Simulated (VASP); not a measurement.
Band structure of AgI (wurtzite). All values below come from PBE GGA, VASP's PBE PAW potentials (set 64) (plane waves; VASP).

Unless said otherwise, spin-orbit coupling is left out, though it shifts the bands of the heavy elements here.

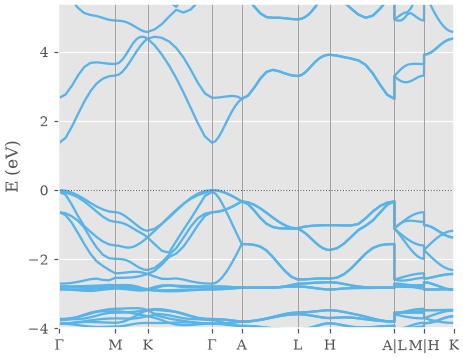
*Bands along high-symmetry lines, zero at the valence-band maximum or, without a gap, the Fermi level*

### Question
Read the plot: is there a gap, and where are the band edges?

### Answer
The gap is direct, 1.37 eV, from the valence maximum at Γ to the conduction minimum at Γ. (Edges off the drawn lines would not show.)

The compound is AgI in the wurtzite structure. It was relaxed first, which changed the volume by +6 %.
